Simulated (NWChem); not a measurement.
# [SiF3]− (SMILES F[Si-](F)F): PBE0-D3(BJ)/2ZaPa-NR (scan kind bond)

Aim: the energy along one coordinate of [SiF3]−. 

The results are computed with NWChem 7.3.0.

2 further runs of the same task are left out: 2 set aside as unsound or not needed.

### 1 The structure to begin with

The species is [SiF3]− (4 atoms), meant as a singlet with charge -1. As SMILES, `F[Si-](F)F`. One bond was lengthened or shortened from a relaxed shape.

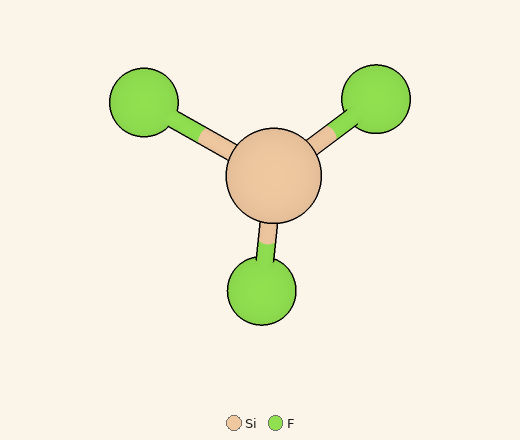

Viewed from a chosen angle; silicon light orange, fluorine green.

### 2 The energy along one coordinate at PBE0-D3(BJ)/2ZaPa-NR (scan kind bond)

Input file f3si.xyz:

```xyz
4
F3Si PBE0
Si    -0.077781    -0.117489     0.593885
F      1.354999    -0.154219    -0.308115
F     -0.760621     1.126991    -0.333975
F     -0.736530    -1.225060    -0.225300
```

Input file f3si2.xyz:

```xyz
4
F3Si PBE0
Si    -0.041111    -0.055836     0.639485
F      1.391669    -0.092566    -0.262515
F     -0.723951     1.188644    -0.288375
F     -0.736530    -1.225060    -0.225300
```

Input file f3si3.xyz:

```xyz
4
F3Si PBE0
Si    -0.004442     0.005816     0.685084
F      1.428338    -0.030914    -0.216916
F     -0.687282     1.250296    -0.242776
F     -0.736530    -1.225060    -0.225300
```

Input file f3si4.xyz:

```xyz
4
F3Si PBE0
Si     0.032227     0.067469     0.730684
F      1.465007     0.030739    -0.171316
F     -0.650613     1.311949    -0.197176
F     -0.736530    -1.225060    -0.225300
```

Input file f3si5.xyz:

```xyz
4
F3Si PBE0
Si     0.068896     0.129122     0.776284
F      1.501676     0.092392    -0.125716
F     -0.613944     1.373602    -0.151576
F     -0.736530    -1.225060    -0.225300
```

Input file f3si.nw:

```
start f3si
title "F3Si PBE0"
memory 2200 mb
charge -1
geometry units angstroms noautosym nocenter noautoz
   load f3si.xyz
end
basis spherical bse
   * library 2ZaPa-NR
end
dft
   xc pbe0
   disp vdw 4
   grid medium
   convergence energy 1e-07
   mulliken
   print low
end
task dft
geometry units angstrom noautosym nocenter noautoz
   load format xyz f3si2.xyz
end
task dft
geometry units angstroms noautosym nocenter noautoz
   load f3si3.xyz
end
task dft
geometry noautosym nocenter noautoz
   load format xyz f3si4.xyz
end
task dft
geometry noautosym nocenter noautoz
   load f3si5.xyz
end
task dft
```

Command:

```bash
$ nwchem f3si.nw > f3si.out
```

The program printed:

```text
Northwest Computational Chemistry Package (NWChem) 7.3.0
             --------------------------------------------------------

           Job information
           ---------------

    nwchem branch   = 7.3.0
    use scalapack   = T
    input           = f3si.nw
    prefix          = f3si.
    data base       = ./f3si.db
    status          = startup
    nproc           =        1

           Memory information
           ------------------

    heap     =     72089594 doubles =      550.0 Mbytes
    stack    =     72089599 doubles =      550.0 Mbytes
    global   =    144179200 doubles =     1100.0 Mbytes (distinct from heap & stack)
    total    =    288358393 doubles =     2200.0 Mbytes
    verify   = yes
    hardfail = no

           Directory information
           ---------------------

  0 permanent = .
  0 scratch   = .

                                NWChem Input Module
                                -------------------

                                     F3Si PBE0
                                     ---------

 Scaling coordinates for geometry "geometry" by  1.889725989
 (inverse scale =  0.529177249)

                             Geometry "geometry" -> ""
                             -------------------------

 Output coordinates in angstroms (scale by  1.889725989 to convert to a.u.)

  No.       Tag          Charge          X              Y              Z
 ---- ---------------- ---------- -------------- -------------- --------------
    1 Si                  14.0000    -0.07778100    -0.11748900     0.59388500
    2 F                    9.0000     1.35499900    -0.15421900    -0.30811500
    3 F                    9.0000    -0.76062100     1.12699100    -0.33397500
    4 F                    9.0000    -0.73653000    -1.22506000    -0.22530000

      Atomic Mass
      -----------

      Si                27.976930
      F                 18.998400

 Effective nuclear repulsion energy (a.u.)     176.1182771154

            Nuclear Dipole moment (a.u.)
            ----------------------------
        X                 Y               Z
 ---------------- ---------------- ----------------
    -4.4754418382    -7.3991049453     0.9597540351

            XYZ format geometry
            -------------------
     4
 geometry
 Si                   -0.07778100    -0.11748900     0.59388500
 F                     1.35499900    -0.15421900    -0.30811500
 F                    -0.76062100     1.12699100    -0.33397500
 F                    -0.73653000    -1.22506000    -0.22530000

 ==============================================================================
                                internuclear distances
 ------------------------------------------------------------------------------
       center one      |      center two      | atomic units |  angstroms
 ------------------------------------------------------------------------------
    2 F                |   1 Si               |     3.20018  |     1.69346
    3 F                |   1 Si               |     3.20470  |     1.69586
    4 F                |   1 Si               |     2.88561  |     1.52700
 ------------------------------------------------------------------------------
                         number of included internuclear distances:          3
 ==============================================================================

 ==============================================================================
                                 internuclear angles
 ------------------------------------------------------------------------------
        center 1       |       center 2       |       center 3       |  degrees
 ------------------------------------------------------------------------------
    2 F                |   1 Si               |   3 F                |    93.74
    2 F                |   1 Si               |   4 F                |    93.64
    3 F                |   1 Si               |   4 F                |    93.73
 ------------------------------------------------------------------------------
                            number of included internuclear angles:          3
 ==============================================================================

 Summary of "ao basis" -> "" (spherical)
 ------------------------------------------------------------------------------
       Tag                 Description            Shells   Functions and Types
 ---------------- ------------------------------  ------  ---------------------
 *                          2ZaPa-NR                  on all atoms

                                 NWChem DFT Module
                                 -----------------

                                     F3Si PBE0

                      Basis "ao basis" -> "ao basis" (spherical)
                      -----
  [basis functions not shown]

 Summary of "ao basis" -> "ao basis" (spherical)
 ------------------------------------------------------------------------------
       Tag                 Description            Shells   Functions and Types
 ---------------- ------------------------------  ------  ---------------------
 Si                         2ZaPa-NR                11       27   5s4p2d
 F                          2ZaPa-NR                 8       18   4s3p1d

  Caching 1-el integrals
   Time after variat. SCF:      0.6

     ---------------------------------------------
      Total Density - Mulliken Population Analysis
     ---------------------------------------------

[... 12 lines left out ...]
   convergence    iter        energy       DeltaE   RMS-Dens  Diis-err    time
[... 11 lines left out ...]
         Total DFT energy =     -588.934888344214
      One electron energy =    -1180.612489795754
           Coulomb energy =      467.856526758083
    Exchange-Corr. energy =      -52.295709606419
 Nuclear repulsion energy =      176.118277115435
[... 57 lines left out ...]
            Nuclear Dipole moment (a.u.)
[... 62 lines left out ...]
   convergence    iter        energy       DeltaE   RMS-Dens  Diis-err    time
[... 9 lines left out ...]
         Total DFT energy =     -588.946138160907
      One electron energy =    -1174.303434173157
           Coulomb energy =      464.704494928110
    Exchange-Corr. energy =      -52.257437874228
 Nuclear repulsion energy =      172.911728669889
[... 57 lines left out ...]
            Nuclear Dipole moment (a.u.)
[... 62 lines left out ...]
   convergence    iter        energy       DeltaE   RMS-Dens  Diis-err    time
[... 9 lines left out ...]
         Total DFT energy =     -588.949035643216
      One electron energy =    -1168.464877192877
           Coulomb energy =      461.784633968204
    Exchange-Corr. energy =      -52.226355647282
 Nuclear repulsion energy =      169.959049407938
[... 57 lines left out ...]
            Nuclear Dipole moment (a.u.)
[... 62 lines left out ...]
   convergence    iter        energy       DeltaE   RMS-Dens  Diis-err    time
[... 9 lines left out ...]
         Total DFT energy =     -588.946779206369
      One electron energy =    -1163.039552433033
           Coulomb energy =      459.066683477124
    Exchange-Corr. energy =      -52.200835529972
 Nuclear repulsion energy =      167.228407671202
[... 3 lines left out ...]
 Numeric. integr. density =       42.000000128580

     Total iterative time =      7.7s

     ---------------------------------------------
      Total Density - Mulliken Population Analysis
     ---------------------------------------------

    Atom       Charge   Shell Charges
 -----------   ------   -------------------------------------------------------
    1 Si  14    13.79   2.00  2.00  1.69  0.06  0.25  5.99  1.86 -0.47  0.03  0.02  0.36
    2 F    9     9.38   2.00  1.89  0.03 -0.02  5.41  0.02  0.04  0.00
    3 F    9     9.38   2.00  1.89  0.03 -0.02  5.41  0.02  0.04  0.00
    4 F    9     9.45   2.00  1.90  0.03 -0.01  5.40  0.04  0.08  0.00

     -------------------------------------------
      Total Density - Lowdin Population Analysis
     -------------------------------------------

    Atom       Charge   Shell Charges
 -----------   ------   -------------------------------------------------------
    1 Si  14    13.21   2.00  1.97  0.68  0.40  0.23  5.93  1.06  0.37  0.05  0.02  0.50
    2 F    9     9.59   2.00  1.14  0.59  0.13  4.18  1.26  0.28  0.00
    3 F    9     9.59   2.00  1.14  0.59  0.13  4.18  1.27  0.28  0.00
    4 F    9     9.62   2.00  1.15  0.60  0.13  4.17  1.27  0.30  0.00

 Task  times  cpu:        7.7s     wall:        7.7s

                                NWChem Input Module
                                -------------------

 Scaling coordinates for geometry "geometry" by  1.889725989
 (inverse scale =  0.529177249)

                         Geometry "geometry" -> "        "
                         ---------------------------------

 Output coordinates in angstroms (scale by  1.889725989 to convert to a.u.)

  No.       Tag          Charge          X              Y              Z
 ---- ---------------- ---------- -------------- -------------- --------------
    1 Si                  14.0000     0.06889600     0.12912200     0.77628400
    2 F                    9.0000     1.50167600     0.09239200    -0.12571600
    3 F                    9.0000    -0.61394400     1.37360200    -0.15157600
    4 F                    9.0000    -0.73653000    -1.22506000    -0.22530000

      Atomic Mass
      -----------

      Si                27.976930
      F                 18.998400

 Effective nuclear repulsion energy (a.u.)     164.6936836004

            Nuclear Dipole moment (a.u.)
            ----------------------------
        X                 Y               Z
 ---------------- ---------------- ----------------
     4.3942970043     7.5137659594    11.9896462140

            XYZ format geometry
            -------------------
     4
 geometry
 Si                    0.06889600     0.12912200     0.77628400
 F                     1.50167600     0.09239200    -0.12571600
 F                    -0.61394400     1.37360200    -0.15157600
 F                    -0.73653000    -1.22506000    -0.22530000

 ==============================================================================
                                internuclear distances
 ------------------------------------------------------------------------------
       center one      |      center two      | atomic units |  angstroms
 ------------------------------------------------------------------------------
    2 F                |   1 Si               |     3.20018  |     1.69346
    3 F                |   1 Si               |     3.20470  |     1.69586
 ------------------------------------------------------------------------------
                         number of included internuclear distances:          2
 ==============================================================================

 ==============================================================================
                                 internuclear angles
 ------------------------------------------------------------------------------
        center 1       |       center 2       |       center 3       |  degrees
 ------------------------------------------------------------------------------
    2 F                |   1 Si               |   3 F                |    93.74
 ------------------------------------------------------------------------------
                            number of included internuclear angles:          1
 ==============================================================================

                                 NWChem DFT Module
                                 -----------------

                                     F3Si PBE0

  Caching 1-el integrals
   Time after variat. SCF:     33.3

     ---------------------------------------------
      Total Density - Mulliken Population Analysis
     ---------------------------------------------

    Atom       Charge   Shell Charges
 -----------   ------   -------------------------------------------------------
    1 Si  14    13.77   2.00  2.00  1.69  0.06  0.25  5.99  1.86 -0.47  0.03  0.02  0.36
    2 F    9     9.38   2.00  1.89  0.03 -0.02  5.41  0.02  0.04  0.00
    3 F    9     9.38   2.00  1.89  0.03 -0.02  5.41  0.02  0.04  0.00
    4 F    9     9.47   2.00  1.90  0.04 -0.01  5.41  0.04  0.08  0.00
   Time prior to 1st pass:     33.3

           Memory utilization after 1st SCF pass:
           Heap Space remaining (MW):       37.90            37903418
          Stack Space remaining (MW):       72.09            72089020

   convergence    iter        energy       DeltaE   RMS-Dens  Diis-err    time
 ---------------- ----- ----------------- --------- --------- ---------  ------
 d= 0,ls=0.0,diis     1   -588.9402831498 -7.54D+02  3.25D-03  6.93D-03    34.4
 d= 0,ls=0.0,diis     2   -588.9412826971 -1.00D-03  7.42D-04  2.04D-03    35.5
 d= 0,ls=0.0,diis     3   -588.9413149575 -3.23D-05  3.64D-04  1.46D-03    36.6
 d= 0,ls=0.0,diis     4   -588.9414390049 -1.24D-04  6.25D-05  2.06D-05    37.7
 d= 0,ls=0.0,diis     5   -588.9414409611 -1.96D-06  1.14D-05  7.62D-07    38.9
 d= 0,ls=0.0,diis     6   -588.9414410173 -5.61D-08  4.39D-06  1.22D-07    40.0

         Total DFT energy =     -588.941441017260
      One electron energy =    -1157.980957810324
           Coulomb energy =      456.527135693559
    Exchange-Corr. energy =      -52.179823797451
 Nuclear repulsion energy =      164.693683600441

    Dispersion correction =       -0.001478703484

 Numeric. integr. density =       42.000001609750

     Total iterative time =      6.7s

     ---------------------------------------------
      Total Density - Mulliken Population Analysis
     ---------------------------------------------

    Atom       Charge   Shell Charges
 -----------   ------   -------------------------------------------------------
    1 Si  14    13.76   2.00  2.00  1.71  0.07  0.23  5.99  1.83 -0.46  0.02  0.02  0.35
    2 F    9     9.37   2.00  1.90  0.03 -0.02  5.41  0.01  0.04  0.00
    3 F    9     9.37   2.00  1.90  0.03 -0.02  5.41  0.02  0.04  0.00
    4 F    9     9.50   2.00  1.90  0.03 -0.00  5.39  0.06  0.11  0.00

     -------------------------------------------
      Total Density - Lowdin Population Analysis
     -------------------------------------------

    Atom       Charge   Shell Charges
 -----------   ------   -------------------------------------------------------
    1 Si  14    13.19   2.00  1.97  0.70  0.41  0.22  5.93  1.05  0.36  0.05  0.02  0.48
    2 F    9     9.58   2.00  1.14  0.59  0.13  4.18  1.26  0.28  0.00
    3 F    9     9.59   2.00  1.14  0.59  0.13  4.18  1.26  0.28  0.00
    4 F    9     9.64   2.00  1.17  0.61  0.13  4.17  1.27  0.31  0.00

 Task  times  cpu:        6.7s     wall:        6.7s
 Total times  cpu:       40.0s     wall:       40.0s
```

Run time: 41 s. Hardware: 1 thread of Intel Xeon 6975P-C (Granite Rapids), shared host; peak memory 0.11 GiB.

The scan, from its lowest point:

```
F4–Si1 (Å)  energy (kJ/mol)
     1.527             37.1
     1.612              7.6
     1.697              0.0
     1.782              5.9
     1.867             19.9
```

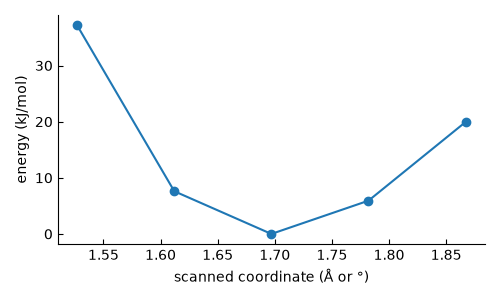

Energy along the scan.
